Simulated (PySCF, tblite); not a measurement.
**C₃H₆F₂O: dynamics, then NMR shifts on frames**

How do NMR shifts of C₃H₆F₂O (`COC(C)(F)F`) change as the atoms move?

Programs: tblite 0.8.0 and PySCF 2.14.0, with density-fitted response routines of our own. Each step states its level of theory. These are calculated values for one molecule in the gas phase, unless marked as measured. Atoms are numbered from 0 throughout.

### 1 The starting structure

12 atoms, charge 0, multiplicity 1; geometry from: GFN2-xTB.

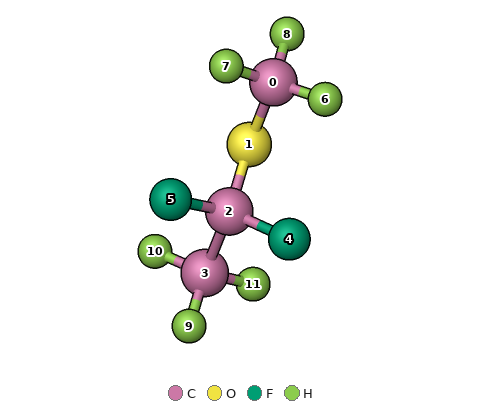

The starting geometry (carbon pink, oxygen yellow, fluorine teal, hydrogen green), atoms numbered.

### 2 Dynamics with GFN2-xTB

Job settings and geometry (Å):

```
{"job": {"kind": "md", "xc": "GFN2-xTB", "basis": "xTB", "temperature": 300, "steps": 2000, "every": 50, "frames": 5}, "charge": 0, "multiplicity": 1}
C     -1.821489     0.069688     0.610701
O     -0.487874     0.561804     0.463512
C      0.382704    -0.267999    -0.130440
C      1.759326     0.354166    -0.233616
F      0.456452    -1.469310     0.535291
F     -0.060625    -0.642012    -1.377443
H     -1.831563    -0.833817     1.223700
H     -2.262863    -0.140669    -0.365576
H     -2.368363     0.866485     1.106338
H      2.430591    -0.348405    -0.719398
H      1.688605     1.267060    -0.816536
H      2.116297     0.582322     0.765699
```

Method: GFN2-xTB Langevin dynamics, gas phase.

The run is started by

```
> OMP_NUM_THREADS=1 python probes_run.py task.json out
```

The driver reads the jobs from task.json and runs them one after another.

What it wrote:

```text
t/fs     T/K      E/eV
    0.0   261.5   -626.72124
   25.0   199.4   -626.40351
   50.0   256.3   -626.35220
   75.0   302.8   -626.43931
  100.0   345.6   -626.47558
  125.0   312.2   -626.36546
  150.0   303.7   -626.40130
  175.0   387.8   -626.43891
  200.0   243.6   -626.26295
  225.0   278.6   -626.46673
  250.0   199.2   -626.34578
  275.0   263.4   -626.29786
  300.0   353.0   -626.36050
  325.0   313.0   -626.37888
  350.0   292.3   -626.31778
  375.0   317.9   -626.40442
  400.0   264.4   -626.42408
  425.0   323.2   -626.52222
  450.0   453.2   -626.47763
  475.0   320.2   -626.25771
  500.0   223.3   -626.22690
  525.0   218.7   -626.39295
  550.0   264.8   -626.42902
  575.0   230.4   -626.37628
  600.0   354.3   -626.42684
  625.0   236.7   -626.30384
  650.0   390.6   -626.37598
  675.0   223.7   -626.12935
  700.0   264.2   -626.27879
  725.0   327.4   -626.36886
  750.0   215.5   -626.33444
  775.0   278.6   -626.37416
  800.0   222.9   -626.30794
  825.0   323.1   -626.31773
  850.0   246.6   -626.34214
  875.0   191.1   -626.29186
  900.0   207.2   -626.40326
  925.0   294.1   -626.39604
  950.0   325.4   -626.40245
  975.0   190.2   -626.25160
 1000.0   177.0   -626.33677
```

Run time: 5.5 s. Hardware: 1 thread of Intel Xeon 6975P-C, shared host; peak memory 0.18 GiB.

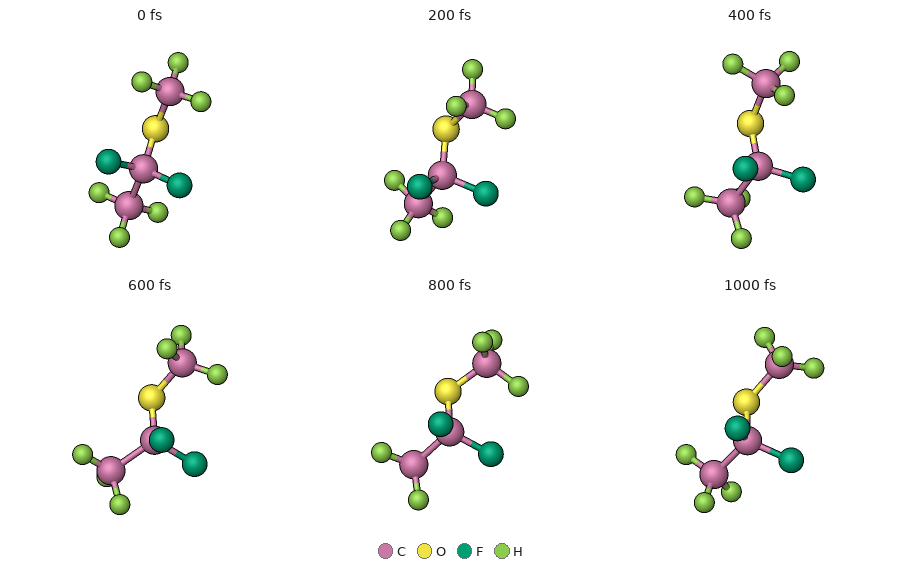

Frames of the run.

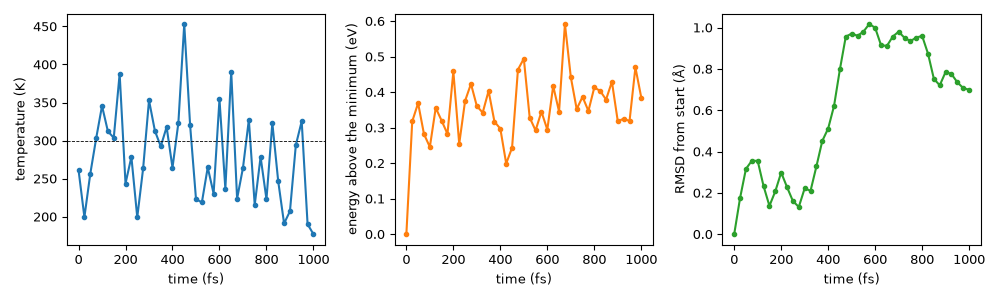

Temperature, potential energy and distance from the start.

Positions (Å) and forces (eV/Å) at 1000 fs:

```xyz
12

C    -2.151    0.260    1.371    0.764    0.284   -0.489
O    -0.948    0.470    0.543   -1.270   -0.366    1.222
C    -0.205   -0.602    0.251   -0.104    0.625    0.007
C     1.004   -0.075   -0.482    0.850    0.800    0.319
F     0.209   -1.249    1.381   -0.310   -0.450   -0.078
F    -0.984   -1.504   -0.454    0.716   -0.035    0.280
H    -2.754   -0.610    1.085    0.327    0.349   -0.187
H    -2.615    1.203    1.226   -1.036    0.584   -0.472
H    -1.971    0.256    2.438    0.729   -0.548    0.261
H     1.528   -0.854   -1.015   -0.229    0.080   -0.547
H     0.726    0.851   -1.016   -0.007   -0.927   -0.385
H     1.734    0.312    0.255   -0.430   -0.397    0.070
```

### 3 NMR shieldings: 250 fs, PBE0/pcSseg-1

Job settings and geometry (Å):

```
{"job": {"kind": "nmr", "xc": "PBE0", "basis": "pcSseg-1", "pop": false}, "charge": 0, "multiplicity": 1}
C     -2.247700     0.030400     0.524700
O     -1.164400     0.766100     0.169700
C      0.055100     0.083900     0.089900
C      1.110300     1.154700    -0.230900
F      0.283900    -0.635600     1.220300
F     -0.016200    -0.859100    -0.858300
H     -2.111000    -0.608300     1.455500
H     -2.557000    -0.771900    -0.193500
H     -3.121200     0.726600     0.598000
H      2.021100     0.643100    -0.645800
H      0.629200     1.816400    -0.935500
H      1.393200     1.727300     0.704900
```

Level: GIAO PBE0/pcSseg-1 NMR shielding, non-relativistic, gas phase.

What it wrote:

```text
coarse grid: 10240 points
cycle   1  E = -392.2055110672  dE =  7.409e-01  |g| = 8.645e-01  |ddm| = 2.794e+00
cycle   2  E = -392.0952724374  dE =  1.102e-01  |g| = 1.222e+00  |ddm| = 1.027e+00
cycle   3  E = -392.3321043933  dE = -2.368e-01  |g| = 5.894e-02  |ddm| = 6.138e-01
cycle   4  E = -392.3326227479  dE = -5.184e-04  |g| = 3.207e-02  |ddm| = 5.523e-02
cycle   5  E = -392.3328338800  dE = -2.111e-04  |g| = 6.717e-03  |ddm| = 2.256e-02
cycle   6  E = -392.3328403229  dE = -6.443e-06  |g| = 2.807e-03  |ddm| = 5.646e-03
final grid: 100272 points
cycle   7  E = -392.3915112982  dE = -2.806e-05  |g| = 1.111e-02  |ddm| = 1.979e-02
cycle   8  E = -392.3914897710  dE =  2.153e-05  |g| = 1.594e-02  |ddm| = 1.379e-02
cycle   9  E = -392.3915319382  dE = -4.217e-05  |g| = 8.969e-04  |ddm| = 8.552e-03
cycle  10  E = -392.3915321036  dE = -1.654e-07  |g| = 2.164e-04  |ddm| = 7.383e-04
cycle  11  E = -392.3915321107  dE = -7.160e-09  |g| = 7.922e-05  |ddm| = 1.522e-04
cycle  12  E = -392.3915321116  dE = -8.937e-10  |g| = 1.419e-05  |ddm| = 4.369e-05
converged SCF energy = -392.3915321116

GIAO shielding tensors (ppm)
atom      isotropic    diamagn.    paramagn.     s11        s22        s33       span
  0 C      139.181     242.071    -102.890    111.353    121.401    184.787     73.434
  1 O      237.031     398.185    -161.154    158.543    230.298    322.254    163.711
  2 C       54.076     240.729    -186.654     43.370     56.919     61.938     18.567
  3 C      154.648     249.283     -94.635    138.739    140.815    184.389     45.649
  4 F      281.197     476.150    -194.952    165.178    313.208    365.207    200.029
  5 F      276.040     476.705    -200.665    181.684    306.314    340.122    158.438
  6 H       27.011      27.544      -0.533     22.535     25.307     33.191     10.656
  7 H       27.628      28.453      -0.824     23.346     25.561     33.979     10.633
  8 H       27.459      26.460       0.998     23.060     25.168     34.148     11.088
  9 H       29.026      27.774       1.251     25.338     27.038     34.702      9.364
 10 H       29.701      29.406       0.295     25.731     28.998     34.373      8.642
 11 H       28.655      27.483       1.172     25.351     26.637     33.977      8.626
```

Wall time 7.3 s (1 thread of Intel Xeon 6975P-C, shared host); peak memory 0.63 GiB.

Shifts follow as δ = σ(reference) − σ, with reference shieldings (ppm) from runs at the same level and on the same kind of geometry: ¹H TMS 31.72, ¹³C TMS 186.9, ¹⁹F CFCl3 170.9, ¹⁷O H2O 336.1. The references are single molecules in the gas phase, so shifts against H2O, NH3, PH3, H3PO4 or CFCl3 are not on the usual liquid scales and can be off by tens of ppm. Each atom is listed at this fixed geometry, with no averaging over motion; a spectrum would average atoms that exchange fast.

```tsv
atoms	environment	σ (ppm)	δ (ppm)
C2	fully substituted sp3 carbon bonded to 2 F and O	54.1	132.8
C0	methyl carbon bonded to O	139.2	47.7
C3	methyl carbon	154.6	32.3
H6	hydrogen on a methyl carbon bonded to O	27.01	4.71
H8	hydrogen on a methyl carbon bonded to O	27.46	4.26
H7	hydrogen on a methyl carbon bonded to O	27.63	4.09
H11	hydrogen on a methyl carbon	28.65	3.06
H9	hydrogen on a methyl carbon	29.03	2.69
H10	hydrogen on a methyl carbon	29.70	2.02
O1	ether oxygen	237.0	99.0
F5	fluorine of a CF2 group	276.0	-105.1
F4	fluorine of a CF2 group	281.2	-110.3
```

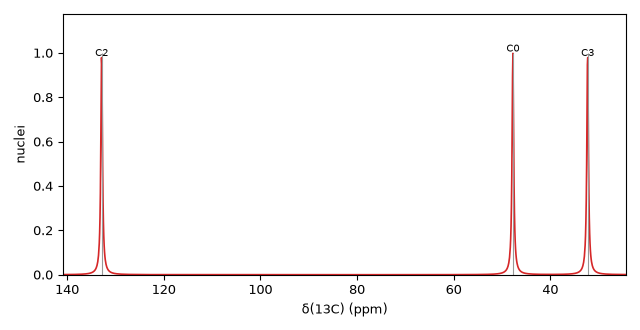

¹³C lines at the computed shifts, without couplings. Lines are broadened to a width of 0.40 ppm (Lorentzian).

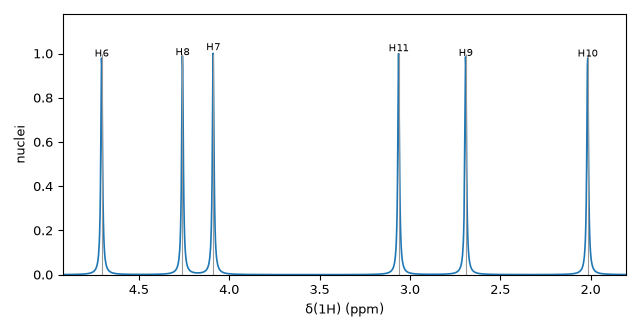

¹H lines at the computed shifts, without couplings. Lines are broadened to a width of 0.01 ppm (Lorentzian).

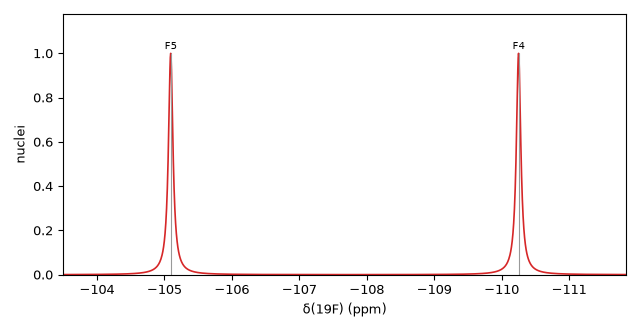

¹⁹F lines at the computed shifts, without couplings. Lines are broadened to a width of 0.08 ppm (Lorentzian).

### 4 Nuclear shieldings: 425 fs, PBE0/pcSseg-1

Job settings and geometry (Å):

```
{"job": {"kind": "nmr", "xc": "PBE0", "basis": "pcSseg-1", "pop": false}, "charge": 0, "multiplicity": 1}
C     -2.367300     0.389200     0.681100
O     -1.044900     0.821200     0.263600
C     -0.135500    -0.130200     0.295300
C      1.187200     0.424900    -0.271900
F      0.090800    -0.641000     1.582500
F     -0.576700    -1.214900    -0.386200
H     -2.431400    -0.664600     0.586700
H     -3.014700     0.930500     0.023300
H     -2.549700     0.643100     1.717200
H      1.864700    -0.445200    -0.339100
H      1.021400     0.852500    -1.253300
H      1.653100     1.183200     0.349500
```

Method: GIAO PBE0/pcSseg-1 NMR shielding, non-relativistic, gas phase.

What it wrote:

```text
coarse grid: 10240 points
cycle   1  E = -392.2121352768  dE =  7.575e-01  |g| = 8.628e-01  |ddm| = 2.810e+00
cycle   2  E = -392.1111235892  dE =  1.010e-01  |g| = 1.205e+00  |ddm| = 1.010e+00
cycle   3  E = -392.3371365545  dE = -2.260e-01  |g| = 5.952e-02  |ddm| = 5.943e-01
cycle   4  E = -392.3376981645  dE = -5.616e-04  |g| = 3.029e-02  |ddm| = 5.509e-02
cycle   5  E = -392.3378851586  dE = -1.870e-04  |g| = 6.750e-03  |ddm| = 2.200e-02
cycle   6  E = -392.3378915909  dE = -6.432e-06  |g| = 2.592e-03  |ddm| = 4.790e-03
final grid: 100272 points
cycle   7  E = -392.3971174649  dE = -3.736e-05  |g| = 1.017e-02  |ddm| = 1.939e-02
cycle   8  E = -392.3971041592  dE =  1.331e-05  |g| = 1.383e-02  |ddm| = 1.244e-02
cycle   9  E = -392.3971356858  dE = -3.153e-05  |g| = 8.436e-04  |ddm| = 7.037e-03
cycle  10  E = -392.3971358222  dE = -1.365e-07  |g| = 2.384e-04  |ddm| = 6.809e-04
cycle  11  E = -392.3971358317  dE = -9.531e-09  |g| = 8.425e-05  |ddm| = 1.767e-04
cycle  12  E = -392.3971358327  dE = -9.273e-10  |g| = 1.746e-05  |ddm| = 4.855e-05
converged SCF energy = -392.3971358327

GIAO shielding tensors (ppm)
atom      isotropic    diamagn.    paramagn.     s11        s22        s33       span
  0 C      135.162     244.586    -109.424    100.834    115.710    188.943     88.109
  1 O      240.050     398.133    -158.084    185.696    251.223    283.229     97.532
  2 C       55.260     242.935    -187.675     37.556     60.741     67.484     29.928
  3 C      158.885     247.988     -89.103    141.234    145.665    189.758     48.524
  4 F      251.631     477.177    -225.546    132.168    260.780    361.945    229.777
  5 F      268.362     476.642    -208.280    162.733    290.853    351.498    188.765
  6 H       27.877      29.688      -1.812     23.181     27.278     33.172      9.991
  7 H       28.450      28.665      -0.215     23.926     26.419     35.006     11.080
  8 H       28.354      28.284       0.070     24.245     26.108     34.709     10.465
  9 H       29.643      28.570       1.073     25.867     27.802     35.261      9.394
 10 H       30.152      29.826       0.325     26.455     28.247     35.753      9.298
 11 H       29.792      29.090       0.702     26.457     27.514     35.404      8.947
```

It took 6.9 s on 1 thread of Intel Xeon 6975P-C, shared host; peak memory 0.64 GiB.

Key values: δ C2 131.7, C0 51.8, C3 28.0, O1 96.0, H6 3.84, H8 3.36 ppm.

[end of part 1 of 2]
